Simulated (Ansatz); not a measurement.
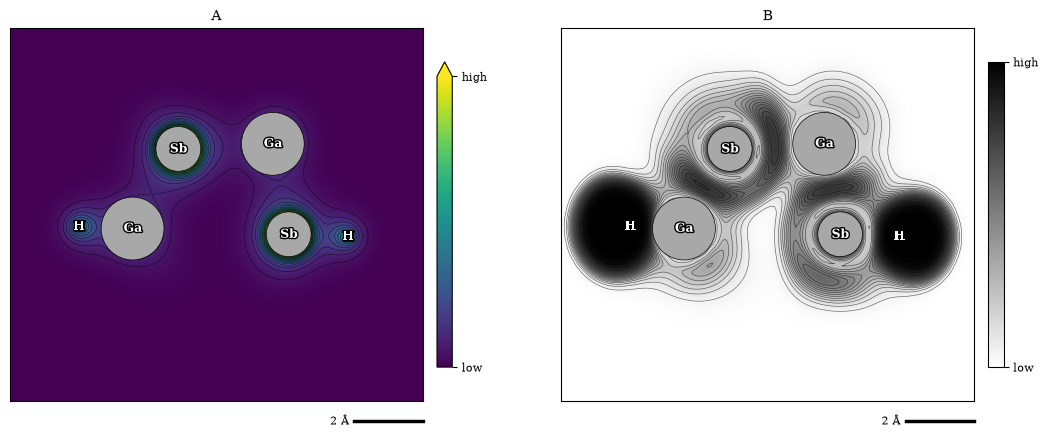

Ga4H14Sb4 (Ga4Sb4 wurtzite atom sphere): 2 fields on the plane of atoms Ga6, Sb8 and Ga7, with unlabelled colour scales. Grey discs cover the atomic cores.

Geometry: PBE-D4/def2-SVP; core potentials replace the inner electrons of Sb.

These are results of Ansatz, RKS PBE0-D4/def2-TZVP, not measurements.

> The panels show electron density and electron localisation function in some order. Assign them.

Panel A: electron density. Panel B: electron localisation function. From the grid: Ga–Sb (2.68 Å): ρ is about 0.43 e/Å³ halfway; the ELF peaks at about 0.80 between the atoms, as expected for localised, covalent bonding. Ga–H (1.58 Å): ρ at the midpoint is about 0.96 e/Å³; the ELF climbs to about 1 towards the hydrogen.
